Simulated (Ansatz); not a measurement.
# BSiH4OF (SMILES FBO[SiH3]), step by step

Aim: a series of 18 runs (HF/STO-3G, UHF/STO-3G, HF/3-21G, UHF/3-21G, HF/6-31G*, UHF/6-31G*, B3LYP/6-31G*, PBE/def2-SVP, and more) of BFH4OSi. 

Program for the calculation: Ansatz 0.2.0.

### Step 1. The molecule

BSiH4OF has 8 atoms, charge 0, and is taken as a singlet. As SMILES, `FBO[SiH3]`. Geometry: relaxed at PBE0-D4/def2-TZVP. This is one conformer, not always the lowest. The run starts from this shape.

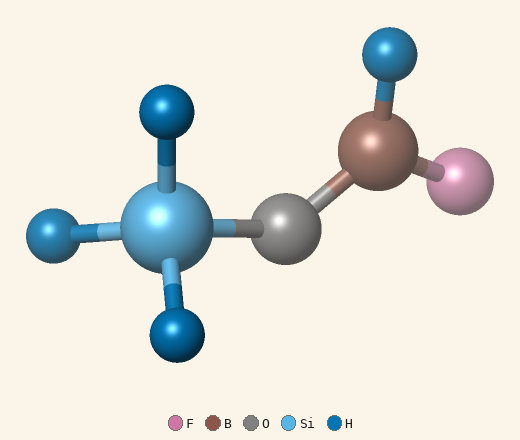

The structure, seen from a chosen angle (fluorine pink, boron brown, oxygen grey, silicon blue, hydrogen blue).

### Step 2. A geometry optimisation at HF/STO-3G (start density atoms) (run 1)

input.yaml

```yaml
crystal:
  periodic: [false, false, false]
  atoms:
    - {symbol: F, position_ang: [-1.599400, -1.699200, 1.426100]}
    - {symbol: B, position_ang: [-0.685400, -0.787600, 1.133000]}
    - {symbol: O, position_ang: [-0.487500, -0.477100, -0.157600]}
    - {symbol: Si, position_ang: [0.521000, 0.572800, -0.945400]}
    - {symbol: H, position_ang: [-0.075300, -0.278500, 2.029800]}
    - {symbol: H, position_ang: [-0.317100, 1.531000, -1.702400]}
    - {symbol: H, position_ang: [1.370700, 1.295700, 0.034600]}
    - {symbol: H, position_ang: [1.365000, -0.214300, -1.873700]}
basis:
  gaussian: {orbitals: STO-3G}
hamiltonian: {xc: hf}
relax: {f_tol: 0.002}
output: {orbitals: {seedname: orbitals}}
```

Launch:

```bash
$ ansatz run input.yaml --threads 1 --pin off --max-ram 3480MiB --events-out events.jsonl --progress --plain --runs-dir runs
```

The program printed:

```text
Warning: RAYON_NUM_THREADS=1 ignored (pool sized by the plan → 1); use --threads N
The last accepted step is kept in runs//last_step.txt (removed where the run ends without a failure and the disk answers)
[... 62 lines left out ...]
Total energy: -13179.18224747 eV, -484.3260144239 hartree
[... 8 lines left out ...]
Dipole moment:     0.270950     0.280675    -0.199857 e Å
```

Run time: 5.7 s. Hardware: 1 thread of Arm Neoverse V2, shared host; peak memory 0.12 GiB.

Steps, from the record of the run:

```
step  energy from the first frame kept (eV)  largest force (eV/Å)
   1                                 0.0000                1.6247
   2                                -0.1853                0.3889
   3                                -0.1892                0.2180
   4                                -0.1915                0.5144
   5                                -0.1922                0.2393
   6                                -0.1945                0.0087
   7                                -0.1945                0.0046
   8                                -0.1945                0.0002
```

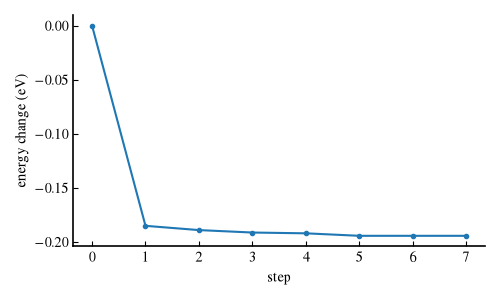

Energy along the run.

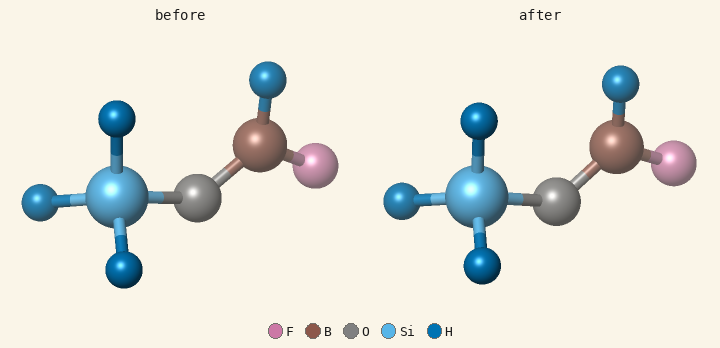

Before and after, at one scale.

After the run. Bond lengths: F1–B2 1.311 Å, B2–O3 1.323 Å, O3–Si4 1.668 Å, B2–H5 1.172 Å, Si4–H6 1.423 Å, Si4–H7 1.423 Å, Si4–H8 1.423 Å. Angles: F1–B2–O3 118.6°, B2–O3–Si4 128.7°, F1–B2–H5 118.7°, O3–B2–H5 122.7°, O3–Si4–H6 108.0°, O3–Si4–H7 110.5°, O3–Si4–H8 108.0°, H6–Si4–H7 110.1°, H6–Si4–H8 110.1°, H7–Si4–H8 110.1°.

### Step 3. Vibrational wavenumbers at HF/STO-3G (start density atoms) (run 2)

job.yaml

```yaml
crystal:
  periodic: [false, false, false]
  atoms:
    - symbol: F
      position_ang: [-1.563598, -1.667079, 1.458800]
    - symbol: B
      position_ang: [-0.674712, -0.773772, 1.096736]
    - symbol: O
      position_ang: [-0.528062, -0.511766, -0.191368]
    - symbol: Si
      position_ang: [0.513423, 0.564005, -0.925858]
    - symbol: H
      position_ang: [-0.042677, -0.240104, 1.926609]
    - symbol: H
      position_ang: [-0.266720, 1.505860, -1.652838]
    - symbol: H
      position_ang: [1.306569, 1.234267, 0.047728]
    - symbol: H
      position_ang: [1.347778, -0.168611, -1.815409]
basis:
  gaussian:
    orbitals: STO-3G
hamiltonian:
  xc: hf
phonons:
  temperatures:
    t_min: 298.15
    t_max: 298.15
    t_step: 1
```

Launch:

```bash
$ ansatz run job.yaml --threads 1 --pin off --max-ram 3480MiB --events-out events.jsonl --progress --plain --runs-dir runs
```

The program printed:

```text
Warning: RAYON_NUM_THREADS=1 ignored (pool sized by the plan → 1); use --threads N
[... 263 lines left out ...]
Total energy: -13179.18225871 eV, -484.3260148370 hartree
[... 8 lines left out ...]
Dipole moment:     0.270950     0.280675    -0.199857 e Å
Vibrations: 49.08 148.71 224.56 512.28 863.33 877.24 938.15 1065.87 1204.06 1216.46 1218.80 1337.59 1421.41 1772.21 2867.45 2916.84 2918.17 3186.81 cm⁻¹, zero-point energy 1.533625 eV
```

Wall time 13 s (1 thread of Arm Neoverse V2, shared host); peak memory 0.082 GiB.

Runs 3 to 8 aren't shown in full; the table further down has their settings and results.

### Step 4. A geometry optimisation at HF/6-31G(d) (Cartesian functions, start density atoms) (run 9)

run.yaml

```yaml
basis:
  gaussian:
    orbitals: "6-31G*"
crystal:
  periodic: [false, false, false]
  atoms:
    - {symbol: F, position_ang: [-1.599400, -1.699200, 1.426100]}
    - {symbol: B, position_ang: [-0.685400, -0.787600, 1.133000]}
    - {symbol: O, position_ang: [-0.487500, -0.477100, -0.157600]}
    - {symbol: Si, position_ang: [0.521000, 0.572800, -0.945400]}
    - {symbol: H, position_ang: [-0.075300, -0.278500, 2.029800]}
    - {symbol: H, position_ang: [-0.317100, 1.531000, -1.702400]}
    - {symbol: H, position_ang: [1.370700, 1.295700, 0.034600]}
    - {symbol: H, position_ang: [1.365000, -0.214300, -1.873700]}
hamiltonian:
  xc: hf
output: {orbitals: {seedname: orbitals}}
relax:
  f_tol: 0.002
```

Launch:

```bash
$ ansatz run run.yaml --threads 1 --pin off --max-ram 3480MiB --events-out events.jsonl --progress --plain --runs-dir runs
```

The program printed:

```text
Warning: RAYON_NUM_THREADS=1 ignored (pool sized by the plan → 1); use --threads N
The last accepted step is kept in runs//last_step.txt (removed where the run ends without a failure and the disk answers)
[... 55 lines left out ...]
Total energy: -13343.89034170 eV, -490.3789252438 hartree
[... 8 lines left out ...]
Dipole moment:     0.285827     0.285412    -0.096509 e Å
```

Run time: 8.7 s. Hardware: 1 thread of Arm Neoverse V2, shared host; peak memory 0.14 GiB.

The path in brief:

| step | energy from the first frame kept (eV) | largest force (eV/Å) |
| --- | --- | --- |
| 1 | 0.0000 | 0.4021 |
| 2 | -0.0095 | 0.1740 |
| 3 | -0.0102 | 0.1411 |
| 4 | -0.0119 | 0.0799 |
| 5 | -0.0125 | 0.0143 |
| 6 | -0.0125 | 0.0031 |
| 7 | -0.0125 | 0.0014 |

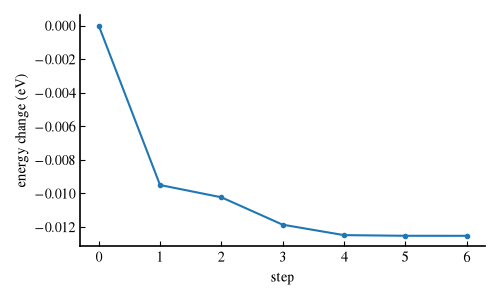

Energy along the run.

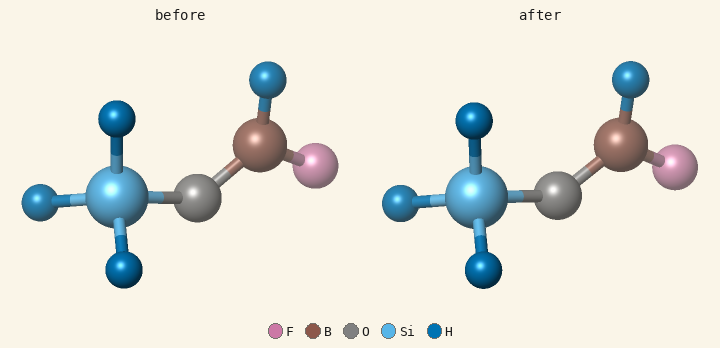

Before and after, at one scale.

After the run. Bond lengths: F1–B2 1.316 Å, B2–O3 1.336 Å, O3–Si4 1.651 Å, B2–H5 1.189 Å, Si4–H6 1.469 Å, Si4–H7 1.474 Å, Si4–H8 1.469 Å. Angles: F1–B2–O3 118.8°, B2–O3–Si4 137.9°, F1–B2–H5 118.3°, O3–B2–H5 122.9°, O3–Si4–H6 108.7°, O3–Si4–H7 110.0°, O3–Si4–H8 108.7°, H6–Si4–H7 109.8°, H6–Si4–H8 110.0°, H7–Si4–H8 109.8°.

Runs 10 to 17 aren't shown in full; the table further down has their settings and results.

### Step 5. Vibrational wavenumbers at MP2/6-31G(d) (Cartesian functions, start density atoms) (run 18)

job.yaml

```yaml
crystal:
  periodic: [false, false, false]
  atoms:
    - {symbol: F, position_ang: [-1.601712, -1.704676, 1.470657]}
    - {symbol: B, position_ang: [-0.687885, -0.790017, 1.132449]}
    - {symbol: O, position_ang: [-0.518865, -0.502502, -0.180927]}
    - {symbol: Si, position_ang: [0.521116, 0.574064, -0.950364]}
    - {symbol: H, position_ang: [-0.059149, -0.264930, 2.001300]}
    - {symbol: H, position_ang: [-0.297059, 1.546151, -1.707344]}
    - {symbol: H, position_ang: [1.353688, 1.280282, 0.053187]}
    - {symbol: H, position_ang: [1.381866, -0.195572, -1.874558]}
basis:
  gaussian:
    orbitals: "6-31G*"
phonons:
  temperatures: {t_min: 298.15, t_max: 298.15, t_step: 1}
correlation:
  method: mp2
```

Launch:

```bash
$ ansatz run job.yaml --threads 1 --pin off --max-ram 3480MiB --events-out events.jsonl --progress --plain --runs-dir runs
```

The program printed:

```text
Warning: RAYON_NUM_THREADS=1 ignored (pool sized by the plan → 1); use --threads N
[... 41 lines left out ...]
8 core orbitals not correlated: weight in the atoms' cores, before any rotation towards them, 1.000 or more for the frozen orbitals, at most 0.000 for the correlated occupied ones
[... 166 lines left out ...]
8 core orbitals not correlated: weight in the atoms' cores, before any rotation towards them, 1.000 or more for the frozen orbitals, at most 0.000 for the correlated occupied ones
[... 164 lines left out ...]
Dipole moment:     0.291810     0.293442    -0.123492 e Å
[... 1 line left out ...]
Checks for a lower state left out: cluster_reference
```

Wall time 60 s (1 thread of Arm Neoverse V2, shared host); peak memory 0.14 GiB.

### Step 6. The series

| run | level | task | walk f tol | partner | energy (Eh) | dipole moment (D) | wall time |
| --- | --- | --- | --- | --- | --- | --- | --- |
| 1 | HF/STO-3G (start density atoms) | optimise | 0.002 | base | -484.326014 | 2.11 | 5.7 s |
| 2 | HF/STO-3G (start density atoms) | frequencies | – | base | -484.326015 | 2.11 | 13 s |
| 3 | UHF/STO-3G (start density atoms) | energy | – | cation | -484.041679 | – | 0.42 s |
| 4 | UHF/STO-3G (start density atoms) | optimise | – | cation | -484.098416 | – | 13 s |
| 5 | HF/3-21G (start density atoms) | optimise | 0.002 | base | -487.775618 | 2.15 | 13 s |
| 6 | HF/3-21G (start density atoms) | frequencies | – | base | -487.775618 | 2.15 | 12 s |
| 7 | UHF/3-21G (start density atoms) | energy | – | cation | -487.380618 | – | 0.74 s |
| 8 | UHF/3-21G (start density atoms) | optimise | – | cation | -487.419414 | – | 9.3 s |
| 9 | HF/6-31G* (Cartesian functions, start density atoms) | optimise | 0.002 | base | -490.378925 | 1.99 | 8.7 s |
| 10 | HF/6-31G* (Cartesian functions, start density atoms) | frequencies | – | base | -490.378925 | 1.99 | 32 s |
| 11 | UHF/6-31G* (Cartesian functions, start density atoms) | energy | – | cation | -489.961704 | – | 2.8 s |
| 12 | UHF/6-31G* (Cartesian functions, start density atoms) | optimise | – | cation | -490.010410 | – | 37 s |
| 13 | B3LYP/6-31G* (Cartesian functions, start density atoms) | optimise | 0.002 | base | -491.952903 | 1.85 | 18 s |
| 14 | B3LYP/6-31G* (Cartesian functions, start density atoms) | frequencies | – | base | -491.952903 | 1.85 | 67 s |
| 15 | PBE/def2-SVP (start density atoms) | optimise | 0.002 | base | -491.323241 | 1.94 | 15 s |
| 16 | PBE/def2-SVP (start density atoms) | frequencies | – | base | -491.323241 | 1.94 | 47 s |
| 17 | MP2/6-31G* (Cartesian functions, start density atoms) | optimise | 0.002 | base | -490.877163 | 2.07 | 13 s |
| 18 | MP2/6-31G* (Cartesian functions, start density atoms) | frequencies | – | base | -490.877163 | 2.07 | 60 s |

### Step 7. What came out

```
                                                                          quantity          value
                                                  run 18, MP2/6-31G*: total energy  -490.87716 Eh
                            run 18, MP2/6-31G*: dipole moment (correlated density)         2.07 D
                   run 18, MP2/6-31G*: correlation energy (8 core orbitals frozen)     -499.8 mEh
                                      run 18, MP2/6-31G*: largest force on an atom     0.001 eV/Å
                                    run 18, MP2/6-31G*: lowest harmonic wavenumber        74 cm⁻¹
                                   run 18, MP2/6-31G*: highest harmonic wavenumber      2736 cm⁻¹
                                             run 18, MP2/6-31G*: zero-point energy   124.2 kJ/mol
                     vertical ionisation energy (to the doublet cation), HF/STO-3G       7.737 eV
                      vertical ionisation energy (to the doublet cation), HF/3-21G      10.749 eV
                     vertical ionisation energy (to the doublet cation), HF/6-31G*      11.353 eV
adiabatic ionisation energy (to the doublet cation, no zero-point term), HF/STO-3G       6.193 eV
 adiabatic ionisation energy (to the doublet cation, no zero-point term), HF/3-21G       9.693 eV
adiabatic ionisation energy (to the doublet cation, no zero-point term), HF/6-31G*      10.028 eV
```

In words: At HF/STO-3G: the vertical ionisation energy comes to 7.74 eV (747 kJ/mol). In a minimal basis such a difference can be off by several eV, whatever the method. At HF/3-21G: removing an electron at fixed nuclei costs 10.75 eV (248 kcal/mol). At HF/6-31G*: the vertical ionisation energy comes to 11.35 eV (1095 kJ/mol). At HF/STO-3G: the adiabatic ionisation energy (to the doublet cation, no zero-point term) is 6.19 eV (143 kcal/mol). At HF/3-21G: the adiabatic ionisation energy (to the doublet cation, no zero-point term) is 9.69 eV (935 kJ/mol). Totals of different functionals can't be ranked against each other. In runs 1, 2, 3, 4 the basis is minimal, so the values are rough. All runs together took 6.1 min, the longest 67 s.
